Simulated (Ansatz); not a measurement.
## Geometry relaxation of AlH4ClO

- system: AlH4ClO
- method: RKS r2SCAN-D4/6-31G* (Ansatz 0.2.0)

It belongs to a series of runs on one base structure; here: end point A relaxed.

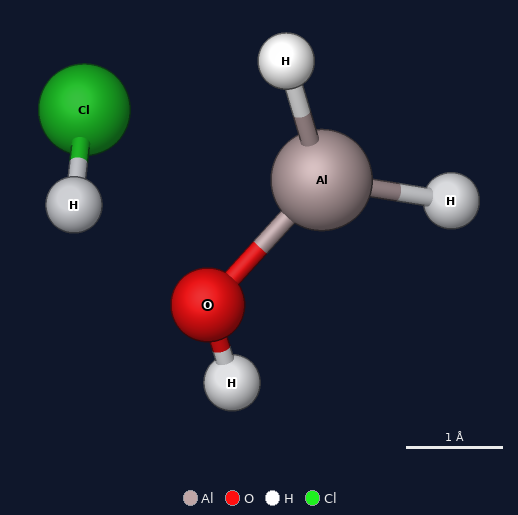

Figure 1. The structure as given in the input (ball-and-stick view, seen at a tilt). Sticks mark near contacts.

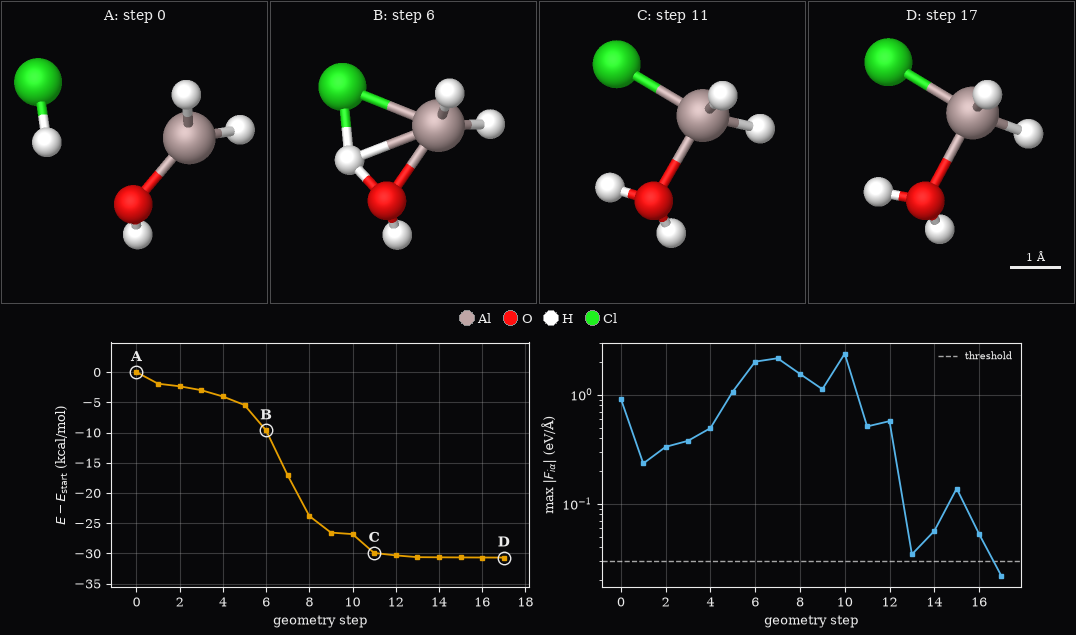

Figure 2. Frames of the relaxation (ball-and-stick view, seen at a tilt) above the curves, on which the letters mark them (the first geometry is step 0 here and step 1 in the log).

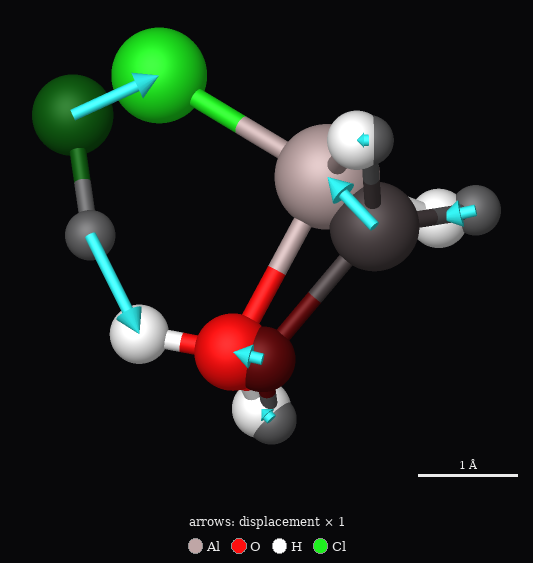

Figure 3. Start (faint) and end (solid) with the displacements as teal arrows, at true length (ball-and-stick view, seen at a tilt). The two geometries are laid on each other by the best rigid fit. The largest move after the best rigid fit is that of H7, 1.15 Å. By element the largest moves are H 1.15 Å, Cl 0.96 Å, Al 0.72 Å, O 0.31 Å. Among the contacts that change: Cl6–H7 1.339 → 2.744 Å, Al1–Cl6 3.427 → 2.164 Å, O2–H7 2.202 → 0.976 Å, Al1–O2 1.760 → 2.018 Å. New bonds form: Al1–Cl6 (3.43 → 2.16 Å), O2–H7 (2.20 → 0.98 Å). Bonds break: Cl6–H7 (1.34 → 2.74 Å). Among the angles that change: O2–Al1–H5 117.9° → 97.5°, O2–Al1–H4 115.3° → 104.8°, Al1–O2–H3 116.5° → 110.3°. The energy falls by 30.7 kcal/mol in 17 geometry steps. The largest force component goes from 0.92 to 0.022 eV/Å. (Atoms are counted from 1 in the order of the input.)

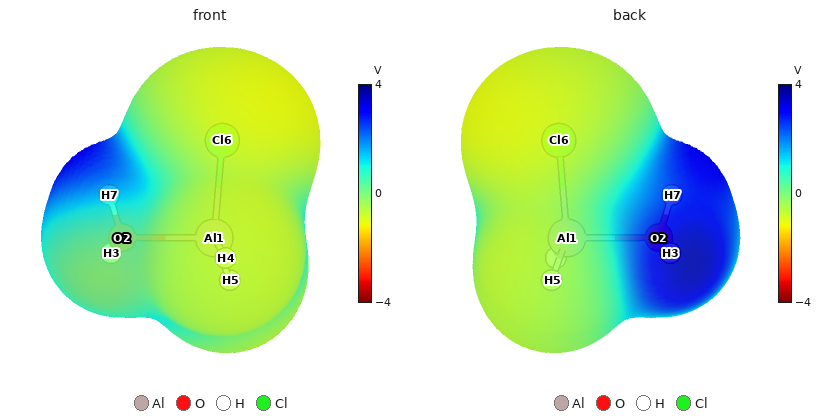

Figure 4. The electrostatic potential painted on the density surface at 0.001 e/bohr³, seen at a tilt and from behind; red is negative and blue positive.

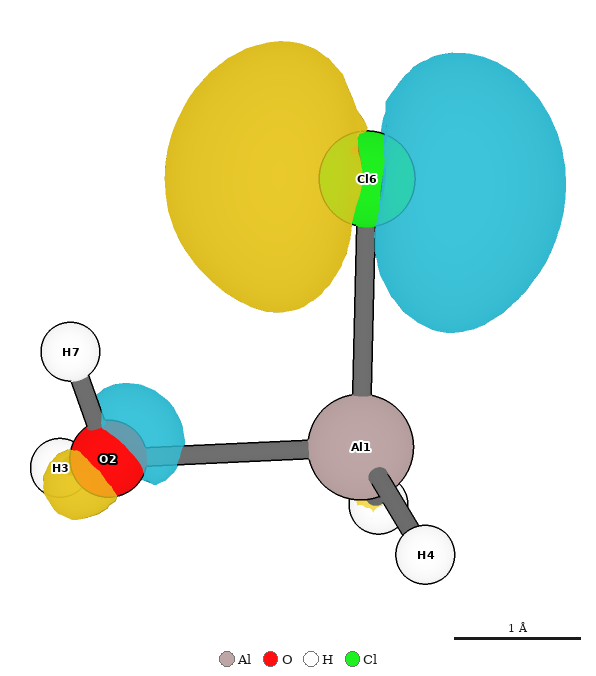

Figure 5. The HOMO−1 at ±0.15 Å⁻³ᐟ² (yellow and cyan are the two phases), seen at a tilt. Its energy is −7.62 eV.

The input and output of the run follow.

Input
```yaml
crystal:
  periodic: [false, false, false]
  atoms:
    - { symbol: Al, position_ang: [-0.073646, -0.246163, 0.016605] }
    - { symbol: O, position_ang: [-0.073676, -0.260397, 1.776765] }
    - { symbol: H, position_ang: [-0.928701, -0.409793, 2.208806] }
    - { symbol: H, position_ang: [1.353554, -0.170123, -0.657457] }
    - { symbol: H, position_ang: [-1.46928, -0.400309, -0.728019] }
    - { symbol: Cl, position_ang: [0.144109, 2.967853, 1.185464] }
    - { symbol: H, position_ang: [0.31124, 1.898833, 1.974435] }
basis:
  gaussian: { orbitals: "6-31G*" }
hamiltonian:
  xc: r2scan
  dispersion: d4
relax:
  f_tol: 0.03
  max_steps: 50
output:
  orbitals: {}
```

Launched with:
```bash
ansatz run input.yaml --threads 1 --pin off --max-ram 2048MiB --backend cpu --events-out ev --progress --plain --runs-dir out
```

What the program printed
```
The last accepted step is kept in [file] (removed where the run ends without a failure and the disk answers)
Engine: ansatz 0.2.0, aarch64-unknown-linux-gnu
Functional definition: r2SCAN
  parameter k0 = 0.174
  parameter k1 = 0.065
  parameter a1 = 4.9479
  exchange = r2scan_x(k0 = k0, k1 = k1, a1 = a1)
  correlation = r2scan_c
754 factors; their error is unknown
mean field evaluation 1: about -21223.7498 eV, gradient 5.4e1 eV
mean field evaluation 2: about -21188.5326 eV, gradient 1.3e2 eV
mean field evaluation 4: about -21228.9223 eV, gradient 5.6e0 eV
mean field evaluation 8: about -21229.0135 eV, gradient 4.1e-2 eV
mean field evaluation 16: about -21228.9897 eV, gradient 2.8e-5 eV
mean field -21228.98967893 eV, -780.1509811746 hartree, gradient 2.8e-5 eV, S^2 0.000000; 0 other end points of the search recorded, 0 dependent functions left out
the calculation of the forces begins
reference -21228.98969199 eV, -780.1509816547 hartree; 21, 21 occupied and 40, 40 virtual orbitals, 754 factors
relax step   1: F+E_penalty+E_count = -21229.01473566 eV  Δ(F+E_penalty+E_count) = +0.000e0 eV  max|allowed force component| = 9.169e-1 eV/Å  Δτ_max = 0.0000 Å  (26 SCF iters, accepted)
these checks for a lower state are left out or cut short: starts, cluster_reference, orbital_swaps, neighbouring_geometries, increment
754 factors; their error is unknown
mean field -21229.07190770 eV, -780.1540030262 hartree, gradient 1.1e-5 eV, S^2 0.000000; 0 other end points of the search recorded, 0 dependent functions left out
[... from here on the field's lines of each further geometry are left out, up to the last ...]
relax step   2: F+E_penalty+E_count = -21229.09756154 eV  Δ(F+E_penalty+E_count) = -8.283e-2 eV  max|allowed force component| = 2.345e-1 eV/Å  Δτ_max = 0.1925 Å  (26 SCF iters, accepted)
relax step   3: F+E_penalty+E_count = -21229.11607932 eV  Δ(F+E_penalty+E_count) = -1.852e-2 eV  max|allowed force component| = 3.329e-1 eV/Å  Δτ_max = 0.1946 Å  (28 SCF iters, accepted)
relax step   4: F+E_penalty+E_count = -21229.14392492 eV  Δ(F+E_penalty+E_count) = -2.785e-2 eV  max|allowed force component| = 3.783e-1 eV/Å  Δτ_max = 0.1205 Å  (27 SCF iters, accepted)
relax step   5: F+E_penalty+E_count = -21229.18926066 eV  Δ(F+E_penalty+E_count) = -4.534e-2 eV  max|allowed force component| = 4.941e-1 eV/Å  Δτ_max = 0.1927 Å  (28 SCF iters, accepted)
relax step   6: F+E_penalty+E_count = -21229.25041443 eV  Δ(F+E_penalty+E_count) = -6.115e-2 eV  max|allowed force component| = 1.069e0 eV/Å  Δτ_max = 0.1973 Å  (34 SCF iters, accepted)
relax step   7: F+E_penalty+E_count = -21229.43275473 eV  Δ(F+E_penalty+E_count) = -1.823e-1 eV  max|allowed force component| = 2.007e0 eV/Å  Δτ_max = 0.1677 Å  (33 SCF iters, accepted)
relax step   8: F+E_penalty+E_count = -21229.75497741 eV  Δ(F+E_penalty+E_count) = -3.222e-1 eV  max|allowed force component| = 2.156e0 eV/Å  Δτ_max = 0.1930 Å  (32 SCF iters, accepted)
relax step   9: F+E_penalty+E_count = -21230.04673861 eV  Δ(F+E_penalty+E_count) = -2.918e-1 eV  max|allowed force component| = 1.550e0 eV/Å  Δτ_max = 0.1313 Å  (29 SCF iters, accepted)
relax step  10: F+E_penalty+E_count = -21230.16572281 eV  Δ(F+E_penalty+E_count) = -1.190e-1 eV  max|allowed force component| = 1.123e0 eV/Å  Δτ_max = 0.2000 Å  (33 SCF iters, accepted)
relax step  11: F+E_penalty+E_count = -21230.17655221 eV  Δ(F+E_penalty+E_count) = -1.083e-2 eV  max|allowed force component| = 2.377e0 eV/Å  Δτ_max = 0.1216 Å  (27 SCF iters, accepted)
relax step  12: F+E_penalty+E_count = -21230.31190571 eV  Δ(F+E_penalty+E_count) = -1.354e-1 eV  max|allowed force component| = 5.122e-1 eV/Å  Δτ_max = 0.2000 Å  (27 SCF iters, accepted)
relax step  13: F+E_penalty+E_count = -21230.32929911 eV  Δ(F+E_penalty+E_count) = -1.739e-2 eV  max|allowed force component| = 5.726e-1 eV/Å  Δτ_max = 0.1145 Å  (27 SCF iters, accepted)
relax step  14: F+E_penalty+E_count = -21230.34208824 eV  Δ(F+E_penalty+E_count) = -1.279e-2 eV  max|allowed force component| = 3.453e-2 eV/Å  Δτ_max = 0.0418 Å  (27 SCF iters, accepted)
relax step  15: F+E_penalty+E_count = -21230.34313756 eV  Δ(F+E_penalty+E_count) = -1.049e-3 eV  max|allowed force component| = 5.653e-2 eV/Å  Δτ_max = 0.0274 Å  (27 SCF iters, accepted)
relax step  16: F+E_penalty+E_count = -21230.34393411 eV  Δ(F+E_penalty+E_count) = -7.965e-4 eV  max|allowed force component| = 1.384e-1 eV/Å  Δτ_max = 0.0630 Å  (27 SCF iters, accepted)
relax step  17: F+E_penalty+E_count = -21230.34451916 eV  Δ(F+E_penalty+E_count) = -5.850e-4 eV  max|allowed force component| = 5.304e-2 eV/Å  Δτ_max = 0.0168 Å  (28 SCF iters, accepted)
the calculation of the forces begins
reference -21230.31889610 eV, -780.1998290046 hartree; 21, 21 occupied and 40, 40 virtual orbitals, 754 factors
relax step  18: F+E_penalty+E_count = -21230.34489609 eV  Δ(F+E_penalty+E_count) = -3.769e-4 eV  max|allowed force component| = 2.183e-2 eV/Å  Δτ_max = 0.0267 Å  (26 SCF iters, accepted)
754 factors; their error is unknown
mean field -21230.31888368 eV, -780.1998285483 hartree, gradient 1.0e-5 eV, S^2 0.000000; 1 other end points of the search recorded, 0 dependent functions left out
the calculation of the forces begins
reference -21230.31889610 eV, -780.1998290046 hartree; 21, 21 occupied and 40, 40 virtual orbitals, 754 factors
Total energy: -21230.34490851 eV, -780.2007849432 hartree
Atom 0 at     0.030749     0.470454    -0.044501 Å, force    -0.001532    -0.006071    -0.006053 eV/Å
Atom 1 at    -0.042720     0.000616     1.916243 Å, force     0.000348    -0.010258    -0.021830 eV/Å
Atom 2 at    -0.945552    -0.261548     2.167346 Å, force    -0.000979     0.005301     0.002068 eV/Å
Atom 3 at     1.420975    -0.103160    -0.545989 Å, force    -0.002213    -0.000118     0.004337 eV/Å
Atom 4 at    -1.380531    -0.145923    -0.458462 Å, force     0.004716     0.003551     0.001940 eV/Å
Atom 5 at     0.025296     2.601395     0.330447 Å, force    -0.003774    -0.005508     0.004747 eV/Å
Atom 6 at     0.155385     0.818067     2.411515 Å, force     0.003435     0.013103     0.014791 eV/Å
Dipole moment:    -0.267485    -0.431867     0.846786 e Å
```

Trajectory as extended XYZ (Å, eV, eV/Å), 18 frames, from step=1 to step=18
```
7
Properties=species:S:1:pos:R:3:forces:R:3 step=1 energy=-21229.01474
Al   -0.0736   -0.2462    0.0166   -0.0255   0.0710   0.6269
O    -0.0737   -0.2604    1.7768   -0.0384   0.1815  -0.5246
H    -0.9287   -0.4098    2.2088    0.1027   0.0398  -0.0631
H     1.3536   -0.1701   -0.6575   -0.0023   0.0032   0.0060
H    -1.4693   -0.4003   -0.7280    0.0067  -0.0144  -0.0099
Cl    0.1441    2.9679    1.1855    0.1364  -0.9169   0.6027
H     0.3112    1.8988    1.9744   -0.1796   0.6358  -0.6380
7
Properties=species:S:1:pos:R:3:forces:R:3 step=2 energy=-21229.09756
Al   -0.0689   -0.1891    0.0331    0.0623   0.2345   0.1009
O    -0.0584   -0.1195    1.7820   -0.1380  -0.1267  -0.0398
H    -0.8967   -0.3300    2.2224    0.1113   0.0697  -0.0048
H     1.3565   -0.1276   -0.6458   -0.0107  -0.0356  -0.0004
H    -1.4608   -0.3803   -0.7120    0.0129  -0.0516   0.0464
Cl    0.1486    2.8011    1.1707    0.0322   0.0006   0.0270
H     0.2431    1.7254    1.9262   -0.0701  -0.0908  -0.1292
7
Properties=species:S:1:pos:R:3:forces:R:3 step=3 energy=-21229.11608
Al   -0.0624   -0.0697    0.0619    0.1073  -0.2136  -0.2583
O    -0.0421   -0.1290    1.8119   -0.0947   0.1566   0.0550
H    -0.8931   -0.3069    2.2392    0.0350   0.0012   0.0549
H     1.3637   -0.0956   -0.6220   -0.0430   0.0802   0.0216
H    -1.4491   -0.3604   -0.6663    0.0179   0.1226   0.0624
Cl    0.1804    2.7455    1.1490   -0.0351   0.1729  -0.2685
H     0.1662    1.5959    1.8030    0.0126  -0.3199   0.3329
7
Properties=species:S:1:pos:R:3:forces:R:3 step=4 energy=-21229.14393
Al   -0.0526   -0.0505    0.0704    0.0885   0.0573  -0.3548
O    -0.0406   -0.1062    1.8221    0.0016  -0.0151   0.2272
H    -0.8895   -0.2867    2.2475   -0.0577  -0.0524   0.1004
H     1.3719   -0.0601   -0.6147   -0.0320  -0.0109   0.0157
H    -1.4469   -0.3136   -0.6518    0.0251   0.0601   0.0540
Cl    0.1611    2.6495    1.0787   -0.0273   0.3392  -0.3440
H     0.1603    1.5474    1.8244    0.0018  -0.3783   0.3014
7
Properties=species:S:1:pos:R:3:forces:R:3 step=5 energy=-21229.18926
Al   -0.0354    0.0164    0.0916    0.0428   0.2744  -0.4226
O    -0.0373   -0.1076    1.8511   -0.0574  -0.0091   0.4941
H    -0.8898   -0.3004    2.2703    0.0670  -0.0563   0.0132
H     1.3857   -0.0119   -0.5955    0.0034  -0.1296  -0.0036
H    -1.4392   -0.2207   -0.6176    0.0175   0.0054   0.0240
Cl    0.1394    2.5175    0.9401   -0.0316   0.2303  -0.1768
H     0.1401    1.4865    1.8367   -0.0417  -0.3150   0.0717
7
Properties=species:S:1:pos:R:3:forces:R:3 step=6 energy=-21229.25041
Al   -0.0072    0.1383    0.1113    0.0325  -0.1264  -0.8114
O    -0.0230   -0.0737    1.8959    0.1944   0.2966   0.4910
H    -0.8675   -0.3116    2.3016   -0.1070  -0.0713   0.0849
H     1.4086   -0.0098   -0.5802   -0.0240  -0.2104   0.0231
H    -1.4218   -0.0994   -0.5749    0.0086  -0.0763   0.0275
Cl    0.0965    2.3754    0.8101    0.0215   1.0691  -0.2516
H     0.0780    1.3606    1.8128   -0.1260  -0.8814   0.4366
7
Properties=species:S:1:pos:R:3:forces:R:3 step=7 energy=-21229.43276
Al    0.0175    0.2217    0.0928    0.1845  -0.4372  -1.3158
O     0.0051    0.0169    1.9245   -0.7415  -0.1554   0.9129
H    -0.8377   -0.2996    2.3369    0.7330   0.3080  -0.3331
H     1.4242   -0.0721   -0.5975   -0.1511  -0.1468   0.1344
H    -1.4039   -0.0447   -0.5689    0.0014  -0.1612   0.1011
Cl    0.0633    2.3427    0.7832    0.0859   2.0068  -0.7443
H    -0.0047    1.2150    1.8055   -0.1122  -1.4141   1.2449
7
Properties=species:S:1:pos:R:3:forces:R:3 step=8 energy=-21229.75498
Al    0.0341    0.2794    0.0505    0.3104   0.2057  -1.1312
O    -0.0040    0.0662    1.9694    2.1557  -1.3464  -0.8542
H    -0.7856   -0.2708    2.3423   -2.1024  -0.8334   1.0349
H     1.4353   -0.1224   -0.6063   -0.2146  -0.1091   0.2183
H    -1.3975   -0.0249   -0.5640   -0.0119  -0.2353   0.1483
Cl    0.0493    2.4107    0.7224    0.0754   0.8839  -0.7374
H    -0.0679    1.0416    1.8622   -0.2127   1.4347   1.3212
7
Properties=species:S:1:pos:R:3:forces:R:3 step=9 energy=-21230.04674
Al    0.0451    0.3449   -0.0110   -0.0122   0.2813  -0.2061
O    -0.0020    0.0316    1.9895   -1.0845  -1.5503  -0.0064
H    -0.8645   -0.3179    2.3853    1.3661   0.7960  -0.7238
H     1.4347   -0.1268   -0.6254   -0.1071  -0.0329   0.1583
H    -1.3908   -0.0657   -0.5605    0.0445  -0.1014   0.1018
Cl    0.0552    2.4993    0.6256    0.0506  -0.1394  -0.3658
H    -0.0142    1.0145    1.9731   -0.2574   0.7466   1.0420
7
Properties=species:S:1:pos:R:3:forces:R:3 step=10 energy=-21230.16572
Al    0.0460    0.5018   -0.0565   -0.2579  -1.1232  -0.1315
O    -0.0254    0.0165    1.8669   -0.5065  -0.3409   0.5722
H    -0.8747   -0.3492    2.2310    0.7960   0.4630  -0.5119
H     1.4094   -0.1723   -0.5236   -0.0293   0.2495  -0.1428
H    -1.3842   -0.1524   -0.3804    0.0664   0.2645  -0.2907
Cl    0.0747    2.5649    0.5386    0.0402   0.5338  -0.1648
H     0.0178    0.9706    2.1006   -0.1090  -0.0467   0.6694
7
Properties=species:S:1:pos:R:3:forces:R:3 step=11 energy=-21230.17655
Al    0.0334    0.4200   -0.0563   -0.3006   0.0724   0.3146
O    -0.0224   -0.0001    1.9320    0.8519   2.3769  -0.0797
H    -0.8525   -0.3446    2.2720   -0.5881  -0.1025   0.1680
H     1.4152   -0.1502   -0.5746    0.0017   0.0604  -0.0421
H    -1.4117   -0.1446   -0.4986    0.2499   0.1855   0.0102
Cl    0.0841    2.5748    0.5425   -0.0227  -0.4492  -0.2218
H     0.0176    1.0247    2.1596   -0.1922  -2.1435  -0.1491
7
Properties=species:S:1:pos:R:3:forces:R:3 step=12 energy=-21230.31191
Al    0.0262    0.4456    0.0027    0.1648   0.0721  -0.5122
O    -0.0079    0.0382    1.9512   -0.0972   0.1056   0.0603
H    -0.8495   -0.3673    2.2254    0.0076  -0.0046   0.0378
H     1.3666   -0.1461   -0.6044    0.0683  -0.0016   0.1429
H    -1.3631   -0.1117   -0.5327   -0.1356  -0.0180   0.1953
Cl    0.0793    2.5809    0.3937   -0.0242  -0.0079   0.0450
H     0.0121    0.9403    2.3409    0.0162  -0.1456   0.0310
7
Properties=species:S:1:pos:R:3:forces:R:3 step=13 energy=-21230.32930
Al    0.0349    0.4966   -0.0662   -0.1312  -0.2386   0.1538
O    -0.0311    0.0267    1.9245    0.1413   0.5726   0.1807
H    -0.8799   -0.3565    2.1986   -0.0976  -0.0515  -0.0484
H     1.4019   -0.1492   -0.5681   -0.0603   0.1168   0.0238
H    -1.3900   -0.1384   -0.4715    0.1655   0.1568   0.0435
Cl    0.0690    2.6254    0.3365   -0.0072  -0.0937  -0.0384
H     0.0587    0.8754    2.4228   -0.0106  -0.4624  -0.3150
7
Properties=species:S:1:pos:R:3:forces:R:3 step=14 energy=-21230.34209
Al    0.0346    0.4719   -0.0453   -0.0156  -0.0297   0.0032
O    -0.0249    0.0258    1.9246   -0.0053   0.0055  -0.0099
H    -0.8776   -0.3570    2.1944   -0.0106  -0.0041  -0.0345
H     1.4058   -0.1343   -0.5627   -0.0083   0.0130   0.0082
H    -1.3905   -0.1129   -0.4607    0.0126   0.0019   0.0079
Cl    0.0665    2.6017    0.3433   -0.0008  -0.0036   0.0002
H     0.0497    0.8849    2.3831    0.0280   0.0171   0.0250
7
Properties=species:S:1:pos:R:3:forces:R:3 step=15 energy=-21230.34314
Al    0.0332    0.4709   -0.0437    0.0035  -0.0145  -0.0090
O    -0.0280    0.0224    1.9206   -0.0015   0.0438   0.0472
H    -0.8925   -0.3392    2.1825    0.0006   0.0110  -0.0164
H     1.4076   -0.1275   -0.5583    0.0044   0.0021  -0.0001
H    -1.3880   -0.1198   -0.4571   -0.0098  -0.0092   0.0006
Cl    0.0585    2.5997    0.3403   -0.0017   0.0232   0.0011
H     0.0728    0.8735    2.3923    0.0044  -0.0565  -0.0234
7
Properties=species:S:1:pos:R:3:forces:R:3 step=16 energy=-21230.34393
Al    0.0329    0.4723   -0.0424    0.0011   0.0045  -0.0154
O    -0.0365    0.0105    1.9159   -0.0454   0.0748   0.1004
H    -0.9273   -0.2985    2.1652    0.0961   0.0653  -0.0119
H     1.4143   -0.1141   -0.5508    0.0102   0.0009  -0.0016
H    -1.3826   -0.1351   -0.4505   -0.0137  -0.0074  -0.0068
Cl    0.0390    2.6037    0.3288   -0.0002   0.0002   0.0057
H     0.1239    0.8412    2.4103   -0.0481  -0.1384  -0.0704
7
Properties=species:S:1:pos:R:3:forces:R:3 step=17 energy=-21230.34452
Al    0.0327    0.4702   -0.0449   -0.0043  -0.0020   0.0022
O    -0.0385    0.0097    1.9156   -0.0142   0.0063   0.0400
H    -0.9332   -0.2828    2.1653    0.0384   0.0323   0.0000
H     1.4172   -0.1122   -0.5508    0.0035   0.0039  -0.0001
H    -1.3820   -0.1398   -0.4549   -0.0020  -0.0034  -0.0037
Cl    0.0325    2.5996    0.3360    0.0023   0.0159  -0.0063
H     0.1349    0.8352    2.4102   -0.0237  -0.0530  -0.0319
7
Properties=species:S:1:pos:R:3:forces:R:3 step=18 energy=-21230.34490
Al    0.0307    0.4705   -0.0445   -0.0015  -0.0061  -0.0061
O    -0.0427    0.0006    1.9162    0.0003  -0.0103  -0.0218
H    -0.9456   -0.2615    2.1673   -0.0010   0.0053   0.0021
H     1.4210   -0.1032   -0.5460   -0.0022  -0.0001   0.0043
H    -1.3805   -0.1459   -0.4585    0.0047   0.0036   0.0019
Cl    0.0253    2.6014    0.3304   -0.0038  -0.0055   0.0047
H     0.1554    0.8181    2.4115    0.0034   0.0131   0.0148
```

Summary

- outcome: converged
- total energy: −21230.3449 eV
- mean-field energy: −21230.3189 eV
- largest force (length of the vector) at the end: 0.024 eV/Å
- hardware: 1 thread of Arm Neoverse V1, 24 GiB of memory available, shared host
- wall time: 67 s
- peak memory: 0.14 GiB
